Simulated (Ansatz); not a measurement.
The figure comes from a scan of MgH₂ (rutile): volume and axial ratio are varied about the relaxed values (subscript 0). All values below come from r2SCAN (plane waves to 500 eV, PAW, scalar-relativistic; Ansatz, a first-principles code). k mesh 8×8×11 (Γ-centred), Fermi-Dirac smearing 0.05 eV. The energy includes the smearing's −TS. As the atoms are clamped, bonds stretch with the cell, which overstates energies and stresses. MgH2 was relaxed with its symmetry unable to fall. ΔE is measured from the relaxed starting cell.

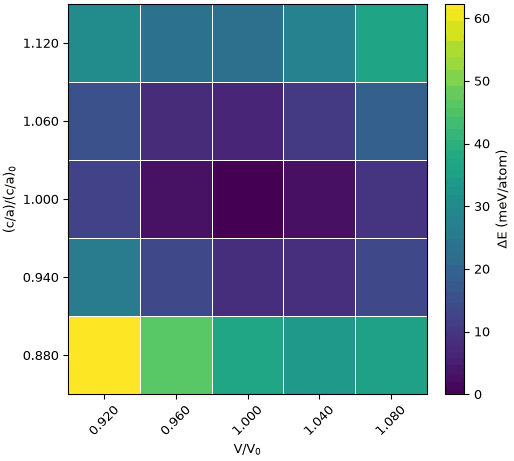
*ΔE (meV/atom), one tile a computed point.*

Task: List the plotted points as numbers.

Result: To the nearest 10:

ΔE (meV/atom), with V/V₀ across and (c/a)/(c/a)₀ down:

| (c/a)/(c/a)₀ \ V/V₀ | 0.920 | 0.960 | 1.000 | 1.040 | 1.080 |
|---|---|---|---|---|---|
| 0.880 | 60 | 50 | 40 | 30 | 40 |
| 0.940 | 30 | 10 | 10 | 10 | 10 |
| 1.000 | 10 | 0 | 0 | 0 | 10 |
| 1.060 | 20 | 10 | 10 | 10 | 20 |
| 1.120 | 30 | 20 | 20 | 30 | 40 |

(A scan under strain: stresses follow from slopes of the energy per volume, elastic moduli from its curvatures.)
